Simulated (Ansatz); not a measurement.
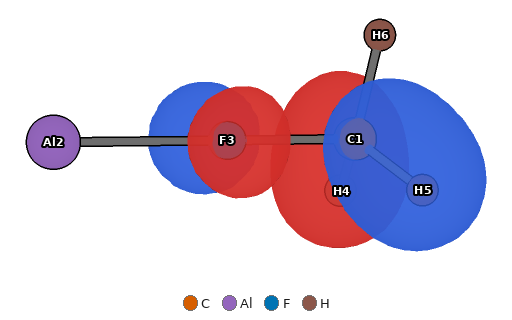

*CH3AlF (charge +1). The HOMO−1 at ±0.2 Å⁻³ᐟ² (blue and red are the two phases), seen at a tilt.*

Geometry: PBE0-D3(BJ)/def2-SVP.

Computed with isolated molecule in a Gaussian basis; Kohn-Sham density functional theory, functional PBE0 in Ansatz.

```xyz
6

C     0.7515    0.4706    0.3988
Al   -1.9936   -1.0119   -1.0788
F    -0.4133   -0.1575   -0.2289
H     0.3713    1.3676    0.8977
H     1.4424    0.6973   -0.4193
H     1.1472   -0.2721    1.0987
```

**Where does this orbital lie, and at what energy?**

It lies mainly on C1 (about 35 %), F3 (about 25 %), H4 (about 15 %) and H5 (about 15 %); π-antibonding (π*) across C1–F3. It is one of a degenerate set, so its orientation is arbitrary. Its energy is −16.32 eV.
